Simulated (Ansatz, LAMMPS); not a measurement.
# A frame of amorphous polyfuran (as short chains C26O6H18) from 500 K (150 atoms): where an added charge goes, part 2 of 4

Does an extra electron or hole in a frame of amorphous polyfuran (as short chains C26O6H18) from 500 K (150 atoms) stay spread out, or do the atoms trap it?

Ansatz 0.2.0; Kohn-Sham DFT, r2SCAN+D4, PAW (set soft_2), plane waves.

The cell: 78 C, 18 O and 54 H. The network of contacts between molecules at the start is that of the classical potential that made the cell. The Brillouin zone is sampled at Γ only, in a cell whose shortest periodic width is 12 Å.

So far. Step 2 (Single point at the start): The r.m.s. force at the start is 1.3 eV/Å. Step 3 (Relaxation): The relaxation was stopped at its limit after 31 steps, 10.6 eV below its start, with a largest force component of 0.065 eV/Å.

### 4. Single point at the relaxed geometry

One more single point at the end of the walk gives the fuller output and checks the residual forces.

input.yaml reads:

```yaml
crystal:
  lattice:
    - [12.1995, 0.0, 0.0]
    - [0.0, 12.1995, 0.0]
    - [0.0, 0.0, 12.1995]
  atoms:
    - { symbol: C, position: [0.37433, 0.14199, 0.19547] }
    - { symbol: C, position: [0.36514, 0.14872, 0.31577] }
    - { symbol: C, position: [0.4216, 0.10097, 0.39955] }
    - { symbol: C, position: [0.37817, 0.14316, 0.49886] }
    - { symbol: C, position: [0.29609, 0.21381, 0.46949] }
    - { symbol: O, position: [0.28755, 0.21802, 0.35784] }
    [... 138 atom lines left out ...]
    - { symbol: H, position: [0.80919, 0.33271, 0.77929] }
    - { symbol: H, position: [0.72304, 0.13754, 0.88025] }
    - { symbol: H, position: [0.67339, 0.01337, 0.0593] }
    - { symbol: H, position: [0.60623, 0.20341, 0.29385] }
    - { symbol: H, position: [0.65796, 0.0681, 0.28163] }
    - { symbol: H, position: [0.74723, 0.17874, 0.31112] }
kpoints:
  mp_grid: { grid: [1, 1, 1] }
hamiltonian:
  xc: r2scan
  dispersion: d4
scf:
  occupations: { method: fixed }
output:
  forces: true
  stress: true
  populations: true
  dos:
    method: { smearing: { sigma: 0.08 } }
    de: 0.1
    projected: { site_lists: { C: [C], H: [H], O: [O] } }
  eigenvalues: true
  write_density: true
  write_potential: true
  volumetric_format: npy
```

On the command line:

```console
> ansatz run input.yaml --threads 4 --pin off --max-ram 8192MiB --backend cpu --events-out ev --progress --plain --runs-dir out
```

Numbers of over 12 decimals in the logs are rounded to 6 here.

Output:

```text
[...]
Crystal: 150 atoms, lattice volume = 1815.625 Å³
Basis set: ecut = 500 eV, 46297 PW (Γ), exchange–correlation on 360×360×360 points (64 copies of the dense FFT grid, shifted against one another)
Bands: 387, of which v1, the nominal top of the filled ones, is band 237 counted from 1 (236 counted from 0)
Symmetry: 1 space group operations
[...]
k-points: 1
[...]
SCF iter   1: F=—  HF=-30702.427458 eV  |F-HF|=—  |Δ(HF+E_count)|=         —  Δρ=8.79e-3  dr2=1.13e0  dr2_τ=1.86e1  ethr=1.77e-3  ⟨swp⟩=5.0  Hψ=1377  notcnv=0  defer=147
[...]
SCF iter  11: F=-30702.482916 eV  HF=-30702.482916 eV  |F-HF|=6.19e-8  |Δ(HF+E_count)|=   5.77e-7  Δρ=1.36e-6  dr2=3.85e-8  dr2_τ=4.72e-9  ethr=2.11e-11  ⟨swp⟩=24.0  Hψ=4066  notcnv=0
SCF 1 converged in 11 iterations: F = -30702.482916 eV  dr2 = 3.85e-8
[...]
WARN: The input density's exchange-correlation potential varies sharply where the density is thin. Do not read a vacuum level from v_tot or v_xc, or from such a field of the output density. On a cell that repeats whose density bears no net charge and no dipole along the vacuum's axis use v_es (v_loc + v_h of the components); [...]
SCF converged after 11 iterations
Free energy (F): -30702.482916 eV
[...]
Internal energy: -30702.482916 eV  (E = F + TS)
E sigma→0 (E₀):  -30702.482916 eV
Fermi energy:    1.187309 eV
[...]
--- Forces (eV/Å), atoms counted from 1 ---
  atom   1  C      0.00100839    -0.00065894     0.00291813
  atom   2  C     -0.00751283     0.00362154     0.00273696
  atom   3  C     -0.00079720     0.01022403     0.01795730
  atom   4  C      0.01019238    -0.01526168    -0.01143662
  atom   5  C      0.00036718     0.00602905    -0.01065211
  atom   6  O      0.00051360    -0.00816052     0.00595174
  atom   7  C      0.00187767    -0.00130949     0.00229598
  atom   8  C     -0.00799923     0.00074875    -0.00839858
  atom   9  C      0.00384836     0.00120414    -0.00871694
  atom  10  C      0.00056619    -0.00243250    -0.00271138
  atom  11  O      0.00001719     0.00446387     0.02021031
  atom  12  C     -0.00079641    -0.00228532    -0.00824012
  atom  13  C     -0.00354647     0.00136971     0.00551682
  atom  14  C      0.00530274    -0.00315681     0.00017992
[...]
atom 149  H      0.00051637     0.00650957    -0.00359343
  atom 150  H     -0.00869180    -0.00096333    -0.00683466
  max |Σ_I F_I| component: 2.02e-4 eV/Å
--- Stress (GPa, compression-positive) ---
       -0.449490      -0.023287       0.050988
       -0.023287      -0.299255       0.059130
        0.050988       0.059130      -0.271692
  P = ⅓ Tr σ = -0.3401 GPa (-3.401 kbar)
--- Band table (eV) ---
[...]
--- Löwdin populations: 150 sites ---
  site symbol       q [e]
     0      C      4.4568
     1      C      3.7495
     2      C      4.2108
[...]
149      H      0.7914
  spilling = 0.012782 (of n_electrons = 474.000000)
```

Run time: 49 s. Hardware: 4 threads of Intel Xeon Platinum 8375C at 2.90GHz (Ice Lake), shared host; peak memory 4.7 GiB.

The program notes that the exchange-correlation potential is rough where the density is thin.

Numbers from this run:

```yaml
free_energy: -30702.4829 eV
free_energy_per_atom: -204.6832 eV/atom
scf_cycles: 11
pressure: -0.3401 GPa
r_m_s_force_component: 0.01077 eV/Å
longest_force: 0.07124 eV/Å
fermi_energy: 1.187 eV
spacing_of_highest_filled_and_lowest_empty_level: 1.799 eV
spilling_of_the_projection: 0.01278
```

Löwdin charges by element and coordination (they lack the spilled electrons, 0.040 e an atom on average):

| element | coordination | atoms | mean charge (e) | spread | least | most |
| --- | --- | --- | --- | --- | --- | --- |
| C | all | 78 | -0.0207 | 0.234 | -0.467 | 0.256 |
| C | 3 | 72 | 0.0161 | 0.204 | -0.211 | 0.256 |
| C | 4 | 6 | -0.462 | 0.0036 | -0.467 | -0.457 |
| H | all | 54 | 0.214 | 0.0075 | 0.195 | 0.230 |
| O | all | 18 | -0.215 | 0.0068 | -0.228 | -0.202 |

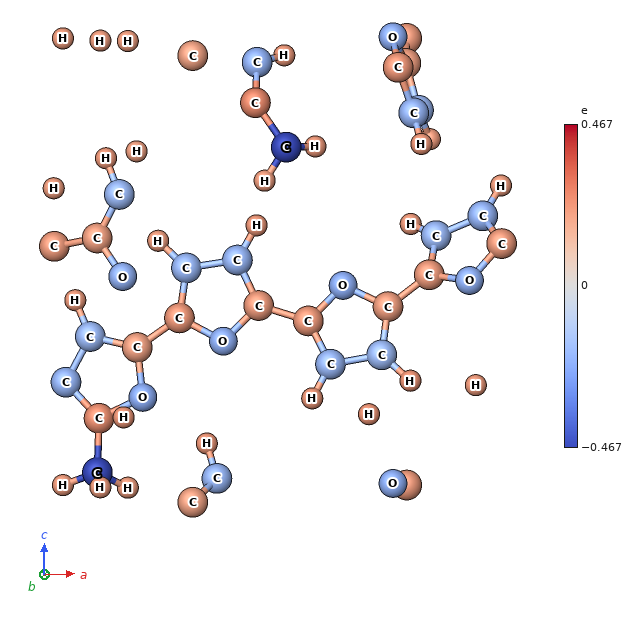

Atoms coloured by Löwdin charge. Drawn is a slice 4 Å thick, seen along the normal of the ac plane. Bonds to atoms that aren't drawn are left out.

States in the cell by windows of 1 eV, zero at the Fermi level; the larger projections on atomic orbitals stand beside the total:

| from (eV) | to (eV) | total | C p | O p | H s | C s |
| --- | --- | --- | --- | --- | --- | --- |
| -18 | -17 | 22.6 | 4.8 | 2.1 | 1.0 | 13.1 |
| -17 | -16 | 32.5 | 7.9 | 1.9 | 2.1 | 18.0 |
| -16 | -15 | 10.9 | 2.9 | 1.3 | 0.9 | 5.5 |
| -15 | -14 | 6.0 | 1.9 | 0.6 | 0.6 | 2.8 |
| -14 | -13 | 11.9 | 3.7 | 1.2 | 1.4 | 5.4 |
| -13 | -12 | 10.4 | 5.2 | 1.3 | 0.8 | 2.8 |
| -12 | -11 | 24.7 | 11.7 | 4.1 | 2.3 | 5.9 |
| -11 | -10 | 28.2 | 12.4 | 5.8 | 3.4 | 5.1 |
| -10 | -9 | 26.8 | 13.1 | 4.9 | 3.8 | 3.2 |
| -9 | -8 | 16.8 | 9.6 | 5.3 | 0.8 | 0.8 |
| -8 | -7 | 40.3 | 21.9 | 12.9 | 3.3 | 1.5 |
| -7 | -6 | 46.1 | 28.7 | 5.2 | 9.5 | 1.8 |
| -6 | -5 | 79.3 | 45.2 | 19.7 | 11.1 | 0.8 |
| -5 | -4 | 9.5 | 4.6 | 3.8 | 0.5 | 0.1 |
| -4 | -3 | 28.8 | 20.9 | 7.5 | 0.1 | 0.0 |
| -3 | -2 | 24.2 | 19.9 | 3.8 | 0.2 | 0.0 |
| -2 | -1 | 7.1 | 6.7 | 0.2 | 0.2 | 0.0 |
| -1 | 0 | 9.8 | 9.4 | 0.2 | 0.2 | 0.0 |
| 0 | 1 | 2.2 | 2.1 | 0.0 | 0.0 | 0.0 |
| 1 | 2 | 4.1 | 3.3 | 0.7 | 0.0 | 0.0 |
| 2 | 3 | 10.1 | 8.0 | 1.4 | 0.2 | 0.0 |
| 3 | 4 | 13.3 | 9.4 | 1.0 | 1.0 | 0.3 |
| 4 | 5 | 27.6 | 14.8 | 0.9 | 3.7 | 1.2 |

The curve was stored every 0.10 eV, coarse against its broadening of 0.08 eV, so these counts are rough.

With fixed occupations the program's Fermi level is the highest filled level; weight inside the gap is the broadening of levels at its edges.

Between -26 and -18 eV lie 36 more states.

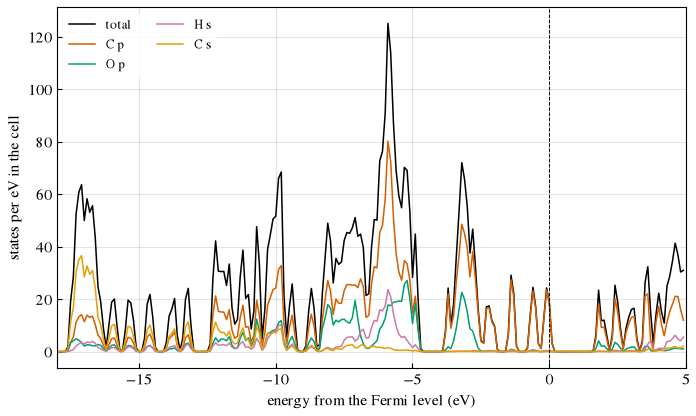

Total and projected density of states, with the broadening of the input.

The levels nearest the highest filled one (over half full), pooled over k-points and spins:

| level less the highest filled one (eV) | occupation |
| --- | --- |
| -0.655 | 2 |
| -0.584 | 2 |
| -0.5 | 2 |
| -0.152 | 2 |
| -0.0695 | 2 |
| 0 | 2 |
| 1.80 | 0 |
| 1.84 | 0 |
| 2.03 | 0 |
| 2.40 | 0 |
| 2.43 | 0 |
| 2.55 | 0 |

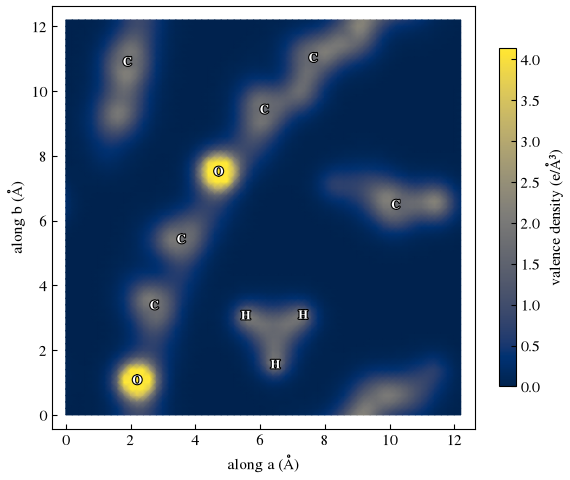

Valence density in the ab plane at fractional z = 0.000, with atoms of H and C and O within 0.2 Å of it. It is the smooth field of the valence electrons, not physical close to the nuclei. The map starts off the cell's origin, so that atoms lie inside it.

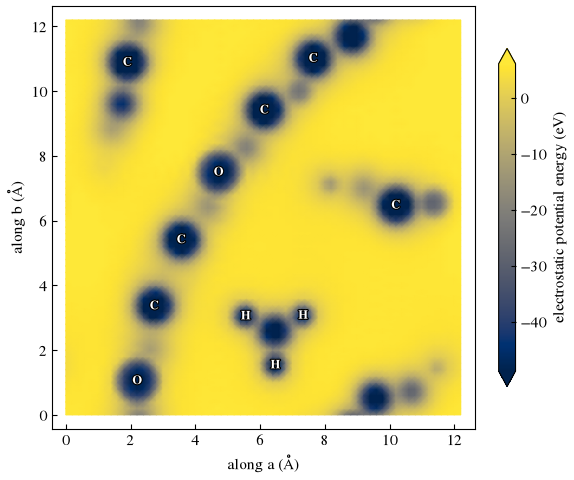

Electrostatic potential energy in the ab plane at fractional z = 0.000, with atoms of H and C and O within 0.2 Å of it. With pseudopotentials it is smooth inside the atoms' cores, unlike the true potential. The map starts off the cell's origin, so that atoms lie inside it.

Between filled and empty levels lie 1.80 eV (at Γ alone); a semilocal functional tends to put such gaps too low. It is the spacing of short capped chains, not of the long polymer. In a disordered cell it changes from sample to sample, and tail or defect levels can set it. Mean Löwdin charges: C -0.02, H +0.21, O -0.22 e (they miss 1.3 % of the electrons, so they add up to more than the cell's charge). The largest share in the top eV of filled states is C p (96 % of the projected weight), and in the lowest eV of empty states C p (81 % of the projected weight).

### 5. An extra electron, atoms held

The electron count changes by one with the atoms held: a vertical process, on a uniform background, with spin and a narrow Fermi–Dirac smearing. Its energy against the neutral cell hangs on the program's zero of potential.

input.yaml reads:

```yaml
crystal:
  lattice:
    - [12.1995, 0.0, 0.0]
    - [0.0, 12.1995, 0.0]
    - [0.0, 0.0, 12.1995]
  atoms:
    [... the 150 atom lines of step 4 ...]
total_charge: -1
kpoints:
  mp_grid: { grid: [1, 1, 1] }
hamiltonian:
  xc: r2scan
  dispersion: d4
scf:
  occupations: { method: fermi_dirac, width: 0.01 }
  lower_state_search: "off"
output:
  forces: true
  stress: true
  populations: intrinsic
  dos:
    method: { smearing: { sigma: 0.15 } }
    de: 0.1
    projected: { site_lists: { C: [C], H: [H], O: [O] } }
  eigenvalues: true
  write_density: true
  write_potential: true
  volumetric_format: npy
magnetization:
  spin_polarized: true
  initial_magnetization: 1
```

Output:

```text
[...]
Crystal: 150 atoms, lattice volume = 1815.625 Å³
Basis set: ecut = 500 eV, 46297 PW (Γ), exchange–correlation on 360×360×360 points (64 copies of the dense FFT grid, shifted against one another)
Bands: 388, of which v1, the nominal top of the filled ones, is band 238 counted from 1 (237 counted from 0)
Symmetry: 1 space group operations
[...]
k-points: 1
[...]
Starting moments: Σ|m| = 1 μB on 150 of 150 sites
[...]
SCF iter   1: F=-30530.898702 eV  HF=-30799.115316 eV  |F-HF|=2.68e2  |Δ(HF+E_count)|=         —  Δρ=6.07e-2 (↑6.03e-2 ↓6.07e-2)  dr2=3.58e2  dr2_τ=9.61e0  dr2_m=9.07e-2  M=1.000 μB ∫|m|=1.028 μB  β_m=1.00  ethr=3.10e-3  ⟨swp⟩=6.0  Hψ=3568  notcnv=0  defer=60
[...]
spin=Collinear: Resta preconditioning applied to the charge; magnetization (m = ρ↑ − ρ↓) channel mixes plain (no charge-response kernel on spin).
SCF iter   2: F=-30674.725630 eV  HF=-30723.452332 eV  |F-HF|=4.87e1  |Δ(HF+E_count)|=         —  Δρ=3.51e-2 (↑3.51e-2 ↓3.51e-2)  dr2=8.88e1  dr2_τ=1.27e0  dr2_m=5.62e-2  M=0.371 μB ∫|m|=0.584 μB  β_m=0.30  ethr=3.10e-3  ⟨swp⟩=3.0  Hψ=1520  notcnv=0  defer=284
[...]
SCF iter  13: F=-30699.474726 eV  HF=-30699.486814 eV  |F-HF|=1.21e-2  |Δ(HF+E_count)|=   1.61e-3  Δρ=3.53e-4 (↑3.53e-4 ↓2.09e-4)  dr2=1.44e-2  dr2_τ=3.93e-4  dr2_m=6.38e-4  M=0.917 μB ∫|m|=1.176 μB  β_m=1.20  ethr=5.96e-6  ⟨swp⟩=3.0  Hψ=754  notcnv=0  defer=284
[...]
spin-set hold released at iteration 13 (site moments contracting): the magnetisation degrees of freedom join the quasi-Newton model from the next iteration; the mixer history was flushed
SCF iter  14: F=-30699.293149 eV  HF=-30699.499465 eV  |F-HF|=2.06e-1  |Δ(HF+E_count)|=   1.27e-2  Δρ=1.68e-3 (↑1.68e-3 ↓1.72e-4)  dr2=2.39e-1  dr2_τ=2.00e-3  dr2_m=1.21e-2  M=1.000 μB ∫|m|=1.343 μB  β_m=1.20  ethr=3.03e-6  ⟨swp⟩=3.0  Hψ=844  notcnv=0  defer=284  κ⁻¹=1.0e0(r=1)
SCF iter  15: F=-30699.471091 eV  HF=-30699.490204 eV  |F-HF|=1.91e-2  |Δ(HF+E_count)|=   9.26e-3  Δρ=4.72e-4 (↑4.72e-4 ↓1.43e-4)  dr2=2.20e-2  dr2_τ=2.03e-4  dr2_m=9.11e-4  M=0.999 μB ∫|m|=1.323 μB  β_m=1.20  ethr=3.03e-6  ⟨swp⟩=2.5  Hψ=822  notcnv=0  defer=284  κ⁻¹=4.5e-2(r=2)
[...]
SCF iter  24: F=-30699.489155 eV  HF=-30699.489155 eV  |F-HF|=1.13e-7  |Δ(HF+E_count)|=   8.05e-7  Δρ=7.52e-7 (↑7.52e-7 ↓2.09e-7)  dr2=4.04e-8  dr2_τ=3.50e-10  dr2_m=2.18e-9  M=0.997 μB ∫|m|=1.470 μB  β_m=1.20  ethr=9.54e-12  ⟨swp⟩=8.0  Hψ=3780  notcnv=0  κ⁻¹=1.6e-7(r=8)
SCF iter  25: F=-30699.489155 eV  HF=-30699.489155 eV  |F-HF|=3.33e-8  |Δ(HF+E_count)|=   1.16e-7  Δρ=1.85e-7 (↑1.85e-7 ↓1.26e-7)  dr2=1.75e-9  dr2_τ=3.21e-11  dr2_m=1.50e-10  M=0.997 μB ∫|m|=1.470 μB  ethr=8.51e-12  ⟨swp⟩=5.0  Hψ=3578  notcnv=0
SCF 1 converged in 25 iterations: F = -30699.489155 eV  dr2 = 1.75e-9
[...]
this state was not tested for a lower state beside it, because the mixer in use, unlike msr1, does not test its closes by its own steps (another_mixer; see scf.mixing.algorithm and scf.lower_state_search)
SCF converged after 25 iterations
Magnetization: 0.9974 μB (237.9987 up, 237.0013 down)
Absolute magnetization: 1.4699 μB (∫|ρ↑−ρ↓|, with the PAW one-centre terms)
[...]
Per-site moments (μB) at R_I (Å): [(-0.000190248, 0.448940), (0.0030626, 0.562332), (-0.000609072, 0.444363), (0.00188904, 0.444512), (-0.00072286, 0.563895), [...]
Free energy (F): -30699.489155 eV
[...]
Internal energy: -30699.478104 eV  (E = F + TS)
E sigma→0 (E₀):  -30699.483629 eV
Entropy (-TS):   -0.011051 eV (-0.074 meV/atom)
Fermi energy:    3.080511 eV
[...]
Σ components = -30699.489155   (vs F -30699.489155, Δ=0.00e0)
--- Forces (eV/Å), atoms counted from 1 ---
  atom   1  C      0.00078329    -0.00344848     0.00699454
  atom   2  C      0.04505929    -0.03358107    -0.01025800
  atom   3  C     -0.00056470     0.02473005     0.00361310
  atom   4  C      0.03092902    -0.03536354    -0.00271544
[...]
atom 150  H     -0.00077684    -0.00903302     0.00691470
  max |Σ_I F_I| component: 1.19e-4 eV/Å
--- Stress (GPa, compression-positive) ---
       -0.363748       0.008778      -0.031752
        0.008779      -0.313212       0.038326
       -0.031752       0.038326      -0.096610
  P = ⅓ Tr σ = -0.2579 GPa (-2.579 kbar)
--- Band table (eV) ---
[...]
--- intrinsic populations: 150 sites ---
  site symbol       q [e]    m [muB]
     0      C      4.5345    -0.0008
     1      C      3.7975     0.0080
     2      C      4.2638    -0.0034
[...]
149      H      0.8097     0.0022
  spilling = 0.000000 (of n_electrons = 475.000000)
```

It took 4.1 min on 4 threads; peak memory 6.8 GiB.

The program notes that the stability of the SCF solution was not settled.

An extra electron, atoms held: the energy stands 2.99 eV above that of the reference, with a moment of 1.00 μB.

The levels nearest the highest filled one (over half full), pooled over k-points and spins:

| level less the highest filled one (eV) | occupation |
| --- | --- |
| -1.84 | 1 |
| -1.83 | 1 |
| -1.77 | 1 |
| 0 | 0.794 |
| 0.0285 | 0.181 |
| 0.0506 | 0.024 |
| 0.0801 | 0.001 |
| 0.149 | 0 |

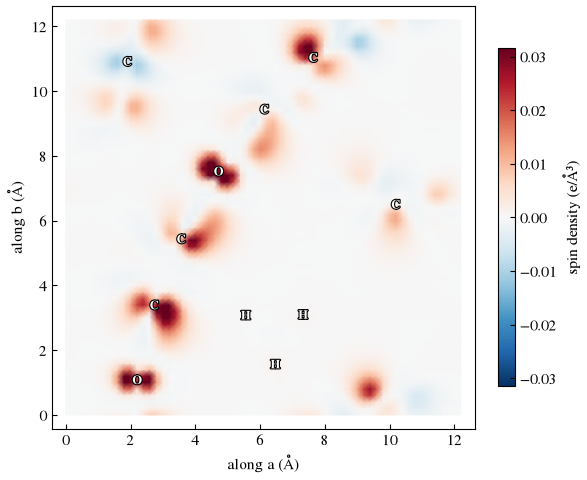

Spin density in the ab plane at fractional z = 0.000, with atoms of H and C and O within 0.2 Å of it. The map starts off the cell's origin, so that atoms lie inside it.

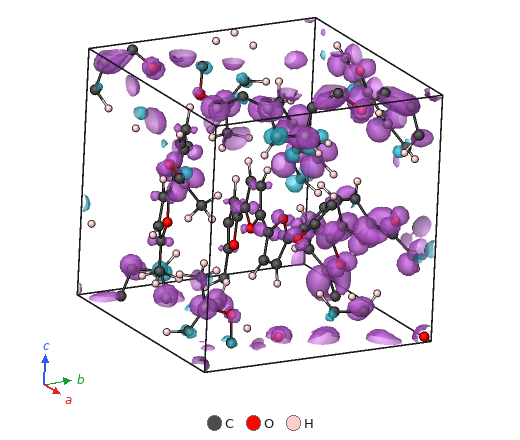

Surfaces of spin density = ±0.0061 e/Å³, which hold about 50 % of the integral of its size. The two colours are the two signs. Bonds to atoms that aren't drawn are left out.

(Part 2 of 4 ends here.)

[Logs are printed without paths, hosts, clocks, repeated set-up lines and the standing remarks that a program may print on its own settings, such as how far it seeks lower states.]

[Hosts, paths, dates, database ids (printed as entryN), source tags and the programs' standing remarks are cut or masked in the printed files.]
